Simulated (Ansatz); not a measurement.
```xyz
6

Tc    0.0004   -0.0007    0.1705
O     0.0037   -0.0071    1.7948
F     1.7868    0.0136   -0.4959
F    -0.0127    1.7906   -0.4834
F    -1.7889   -0.0097   -0.4886
F     0.0107   -1.7867   -0.4975
```

Geometry: PBE0-D4/def2-SVPD; core potentials replace the inner electrons of Tc.

Level of theory: RKS PBE0-D4/def2-TZVPD in Ansatz.

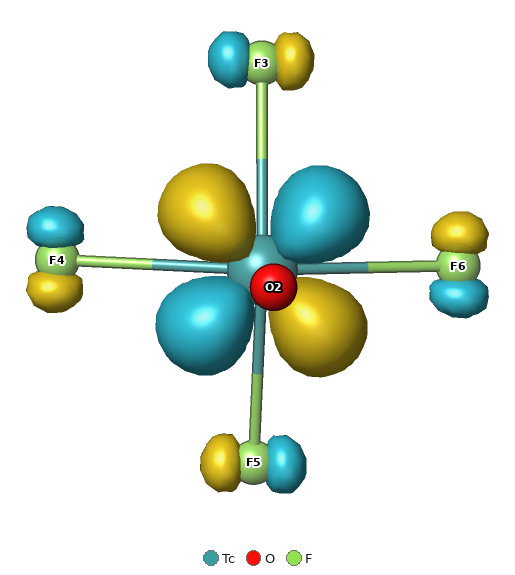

F₄OTc (charge −1). The HOMO at ±0.3 Å⁻³ᐟ² (yellow and cyan are the two phases), seen at a tilt.

### Where does this orbital lie, and at what energy?

Its weight (Hirshfeld) is mainly on Tc1 (about 70 %), F3 (about 5 %), F4 (about 5 %), F5 (about 5 %) and F6 (about 5 %). Its energy is −1.66 eV.
